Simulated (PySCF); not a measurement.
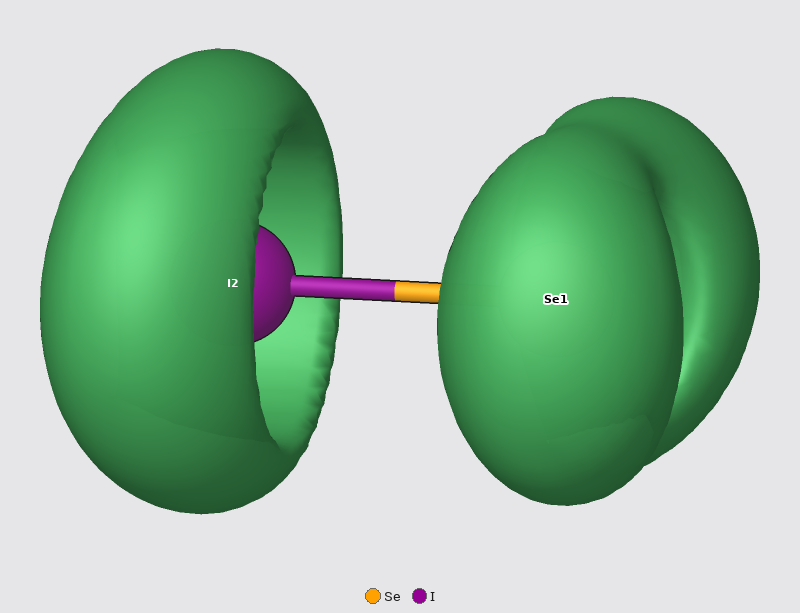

SeI (doublet). Isosurface of the ELF at 0.75 (green), seen from one side. Core shells and regions of very low density are left out.

Core potentials replace the inner electrons of I.

Theory: PySCF, PBE0/def2-TZVPP, non-relativistic Hamiltonian with scalar-relativistic core potentials where named, at a bond length of 2.452 Å.

```xyz
2

Se    0.0000    0.0000   -1.5045
I     0.0000    0.0000    0.9475
```

> Where are the electrons localised?

The ELF exceeds this value in one ring or bowl of non-bonding electrons around I and one ring or bowl of non-bonding electrons around Se.

Values along the shortest contacts:
Se–I (2.45 Å): the ELF peaks at about 0.70 between the atoms.
